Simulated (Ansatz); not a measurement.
**Geometry relaxation, with input and output: Ge6 (charge +1) (part 2 of 2)**

The same run, continued: Ge6, charge +1, multiplicity 2; UKS PBE-D4/def2-SVP (Ansatz 0.2.0). The geometry: GFN1-xTB start.

Geometry of the input (Å):
```
Ge 0.4048  0.7862  -1.8857
Ge 0.4847  1.0089  0.7090
Ge -1.6891  0.9869  -0.7193
Ge 0.5975  -1.5363  1.3288
Ge -1.5611  -0.4708  1.2045
Ge 1.7632  -0.7749  -0.6373
```

## Trajectory as extended XYZ, continued
```
6
Properties=species:S:1:pos:R:3:forces:R:3 step=4 energy=-339011.42315
Ge    0.4416    0.9669   -2.0069    0.2415  -0.0024   0.1581
Ge    0.4972    0.9868    0.7277   -0.1781  -0.2916  -0.2870
Ge   -1.8006    1.2037   -0.7602   -0.0067   0.0328   0.2801
Ge    0.8398   -1.5285    1.7633    0.0609   0.3046   0.0424
Ge   -1.5317   -0.6751    0.9833    0.2764  -0.0527  -0.2888
Ge    1.5536   -0.9538   -0.7073   -0.3940   0.0093   0.0951
6
Properties=species:S:1:pos:R:3:forces:R:3 step=5 energy=-339011.59010
Ge    0.4703    1.0105   -1.9758    0.3889  -0.1633   0.0985
Ge    0.4808    0.9623    0.7004   -0.0817   0.0862  -0.1641
Ge   -1.7864    1.2526   -0.7197   -0.1636  -0.0730   0.3881
Ge    0.9083   -1.4274    1.8698   -0.0912   0.2135  -0.2265
Ge   -1.4498   -0.7714    0.8331    0.1530  -0.0463  -0.1621
Ge    1.3768   -1.0267   -0.7078   -0.2055  -0.0171   0.0661
6
Properties=species:S:1:pos:R:3:forces:R:3 step=6 energy=-339011.67848
Ge    0.5148    1.0032   -1.9329    0.3527  -0.2996  -0.0376
Ge    0.4705    0.9858    0.6730    0.0859   0.2275   0.0251
Ge   -1.7886    1.2897   -0.6354   -0.3612  -0.0718   0.3021
Ge    0.9359   -1.3208    1.9080   -0.0982  -0.0202  -0.2265
Ge   -1.3662   -0.8630    0.6819   -0.0450   0.0753  -0.0690
Ge    1.2337   -1.0948   -0.6947    0.0659   0.0888   0.0059
6
Properties=species:S:1:pos:R:3:forces:R:3 step=7 energy=-339011.77751
Ge    0.4905    0.8972   -1.9226    0.0326  -0.3095   0.0558
Ge    0.4822    1.0219    0.6526    0.2858   0.1271   0.0879
Ge   -1.8469    1.3837   -0.5100   -0.2327  -0.0011   0.1428
Ge    0.9095   -1.2790    1.9147    0.0095   0.0098  -0.1119
Ge   -1.3142   -0.9022    0.5213   -0.2241   0.0377  -0.2231
Ge    1.2789   -1.1216   -0.6559    0.1289   0.1360   0.0485
6
Properties=species:S:1:pos:R:3:forces:R:3 step=8 energy=-339011.89119
Ge    0.3939    0.7620   -1.9076   -0.1430  -0.1725   0.1283
Ge    0.5216    1.0438    0.6443    0.2575   0.0785   0.0882
Ge   -1.8873    1.4836   -0.3879    0.1452  -0.1274   0.0528
Ge    0.8659   -1.2483    1.9240   -0.0460   0.1122   0.0228
Ge   -1.2770   -0.9162    0.3320   -0.2318  -0.0612  -0.2230
Ge    1.3829   -1.1249   -0.6048    0.0182   0.1705  -0.0690
6
Properties=species:S:1:pos:R:3:forces:R:3 step=9 energy=-339011.99997
Ge    0.2478    0.6356   -1.8733    0.0076  -0.1906   0.3098
Ge    0.6006    1.0722    0.6531    0.1340   0.2069   0.1767
Ge   -1.8538    1.5333   -0.2866    0.3287  -0.1590   0.0262
Ge    0.7920   -1.1974    1.9279   -0.2032   0.2872   0.0291
Ge   -1.2616   -0.9479    0.1445   -0.1148  -0.2870  -0.1092
Ge    1.4751   -1.0958   -0.5656   -0.1523   0.1425  -0.4327
6
Properties=species:S:1:pos:R:3:forces:R:3 step=10 energy=-339012.18762
Ge    0.1503    0.5420   -1.8104    0.0701  -0.1358   0.0666
Ge    0.6975    1.1409    0.6733   -0.1647   0.2238   0.1042
Ge   -1.7751    1.5300   -0.1805    0.1016  -0.1617   0.2515
Ge    0.6896   -1.0835    1.9194   -0.3783   0.2202  -0.2068
Ge   -1.2578   -1.0469   -0.0239    0.3787   0.1194   0.0575
Ge    1.4953   -1.0825   -0.5781   -0.0074  -0.2658  -0.2731
6
Properties=species:S:1:pos:R:3:forces:R:3 step=11 energy=-339012.33132
Ge    0.0942    0.4575   -1.7632    0.1828   0.2707  -0.1110
Ge    0.7507    1.2193    0.6811   -0.1077  -0.0702  -0.4143
Ge   -1.7238    1.5030   -0.0381   -0.3910  -0.0500   0.4012
Ge    0.5386   -0.9616    1.8813   -0.5675   0.0567  -0.3898
Ge   -1.1698   -1.0935   -0.1456    0.0093   0.3207   0.5750
Ge    1.5101   -1.1248   -0.6155    0.8742  -0.5280  -0.0611
6
Properties=species:S:1:pos:R:3:forces:R:3 step=12 energy=-339012.54862
Ge    0.0958    0.4255   -1.7306    0.1792   0.3510  -0.5234
Ge    0.7861    1.2566    0.6268    0.0109  -0.1384  -0.3432
Ge   -1.7387    1.4605    0.0969   -0.1440  -0.1086   0.3386
Ge    0.3712   -0.8888    1.8120   -0.1150  -0.0405   0.1769
Ge   -1.1416   -1.0764   -0.1482   -0.1282   0.0389   0.1316
Ge    1.6272   -1.1773   -0.6569    0.1972  -0.1023   0.2194
6
Properties=species:S:1:pos:R:3:forces:R:3 step=13 energy=-339012.63818
Ge    0.1335    0.4660   -1.8207   -0.2393  -0.0065   0.0036
Ge    0.8463    1.2247    0.5063   -0.2283   0.0296   0.1119
Ge   -1.7417    1.3671    0.2675    0.1052   0.1148   0.1153
Ge    0.2263   -0.8268    1.8305    0.3950   0.1785   0.1678
Ge   -1.1149   -1.0684   -0.1687   -0.1284  -0.0396  -0.6363
Ge    1.6504   -1.1624   -0.6149    0.0957  -0.2767   0.2377
6
Properties=species:S:1:pos:R:3:forces:R:3 step=14 energy=-339012.62862 accepted=F
Ge    0.1433    0.4063   -1.8379   -0.2324   0.5707  -0.2272
Ge    0.8664    1.2735    0.4671   -0.2972  -0.1968  -0.2214
Ge   -1.7269    1.3405    0.4494    0.1998  -0.1191  -0.2657
Ge    0.1603   -0.7319    1.7940    0.3762  -0.2407   0.0068
Ge   -1.1085   -1.0907   -0.2977   -0.1367   0.1782   0.1342
Ge    1.6654   -1.1978   -0.5749    0.0903  -0.1923   0.5734
6
Properties=species:S:1:pos:R:3:forces:R:3 step=15 energy=-339012.67429
Ge    0.1530    0.4285   -1.8013   -0.0068   0.0789  -0.2826
Ge    0.8086    1.2779    0.4958   -0.1139  -0.0917  -0.0788
Ge   -1.7663    1.3878    0.3368    0.2262  -0.1542   0.0570
Ge    0.2791   -0.8143    1.7569    0.1536  -0.0491   0.3108
Ge   -1.1630   -1.0529   -0.2269    0.0199   0.0701  -0.2053
Ge    1.6885   -1.2270   -0.5613   -0.2790   0.1460   0.1990
6
Properties=species:S:1:pos:R:3:forces:R:3 step=16 energy=-339012.71287
Ge    0.1669    0.4345   -1.8605   -0.0454   0.0905   0.0522
Ge    0.8073    1.2644    0.4540   -0.0890  -0.0023  -0.1086
Ge   -1.7567    1.3621    0.4184    0.1784  -0.1993  -0.0530
Ge    0.2701   -0.7889    1.7827    0.0018  -0.0334  -0.0976
Ge   -1.1340   -1.0484   -0.2848   -0.0466   0.1565   0.0697
Ge    1.6465   -1.2238   -0.5097    0.0008  -0.0119   0.1372
6
Properties=species:S:1:pos:R:3:forces:R:3 step=17 energy=-339012.70596 accepted=F
Ge    0.1605    0.4518   -1.8575   -0.0227   0.0806  -0.2031
Ge    0.8237    1.2668    0.4168   -0.0319   0.1415   0.0298
Ge   -1.7224    1.3086    0.4532   -0.1783   0.1214   0.0742
Ge    0.2583   -0.7659    1.7552   -0.0714  -0.0465   0.2061
Ge   -1.1287   -1.0470   -0.3149   -0.1121   0.0176   0.0277
Ge    1.6085   -1.2143   -0.4528    0.4164  -0.3147  -0.1346
6
Properties=species:S:1:pos:R:3:forces:R:3 step=18 energy=-339012.72257
Ge    0.1680    0.4437   -1.8637   -0.0105   0.0149  -0.0231
Ge    0.8057    1.2682    0.4310   -0.0114   0.0415  -0.0216
Ge   -1.7471    1.3370    0.4420    0.0394  -0.0458   0.0068
Ge    0.2663   -0.7817    1.7665    0.0025  -0.0222   0.0181
Ge   -1.1375   -1.0360   -0.2957   -0.0227   0.0278  -0.0135
Ge    1.6445   -1.2313   -0.4801    0.0027  -0.0162   0.0334
6
Properties=species:S:1:pos:R:3:forces:R:3 step=19 energy=-339012.72414
Ge    0.1728    0.4444   -1.8728   -0.0027   0.0023  -0.0190
Ge    0.8046    1.2747    0.4158    0.0145   0.0296  -0.0092
Ge   -1.7428    1.3230    0.4692   -0.0158   0.0019   0.0088
Ge    0.2625   -0.7737    1.7598   -0.0068  -0.0221   0.0197
Ge   -1.1395   -1.0302   -0.3110   -0.0015   0.0028  -0.0028
Ge    1.6425   -1.2382   -0.4610    0.0123  -0.0146   0.0025
6
Properties=species:S:1:pos:R:3:forces:R:3 step=20 energy=-339012.72416
Ge    0.1812    0.4361   -1.8787   -0.0197   0.0274  -0.0195
Ge    0.8004    1.2798    0.4094    0.0067   0.0105   0.0022
Ge   -1.7465    1.3224    0.4847    0.0074  -0.0068  -0.0105
Ge    0.2629   -0.7763    1.7553    0.0013  -0.0047   0.0131
Ge   -1.1416   -1.0232   -0.3158   -0.0106  -0.0074   0.0006
Ge    1.6435   -1.2389   -0.4548    0.0150  -0.0191   0.0140
6
Properties=species:S:1:pos:R:3:forces:R:3 step=21 energy=-339012.72438
Ge    0.1762    0.4418   -1.8781   -0.0011   0.0017  -0.0024
Ge    0.8032    1.2793    0.4099    0.0064   0.0013  -0.0010
Ge   -1.7441    1.3206    0.4806   -0.0073   0.0006   0.0029
Ge    0.2623   -0.7748    1.7575   -0.0076   0.0014   0.0012
Ge   -1.1407   -1.0261   -0.3161    0.0038  -0.0002   0.0031
Ge    1.6433   -1.2408   -0.4538    0.0057  -0.0049  -0.0039
```

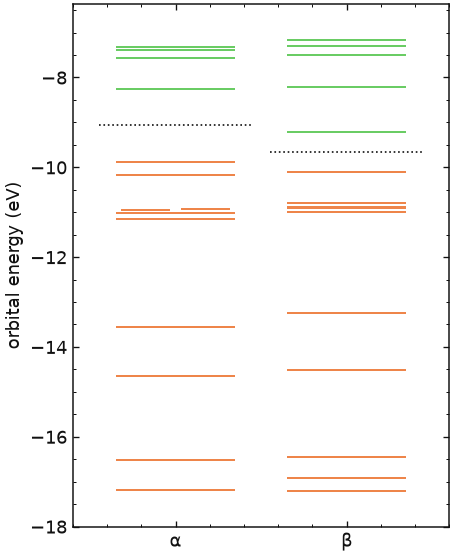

Orbital energies near the frontier for α and β spins; the dotted line parts filled from empty levels, and levels within 0.02 eV of each other stand side by side. α: highest filled −9.88 eV, lowest empty −8.25 eV, 1.63 eV apart; β: highest filled −10.11 eV, lowest empty −9.20 eV, 0.91 eV apart.

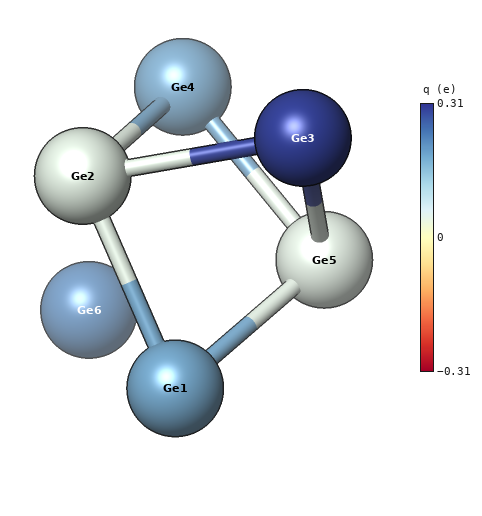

Mulliken charges, as the colour of each atom (ball-and-stick view, seen at a tilt; atoms are numbered from 1 in the order of the input). By element: Ge +0.04 to +0.30 e.
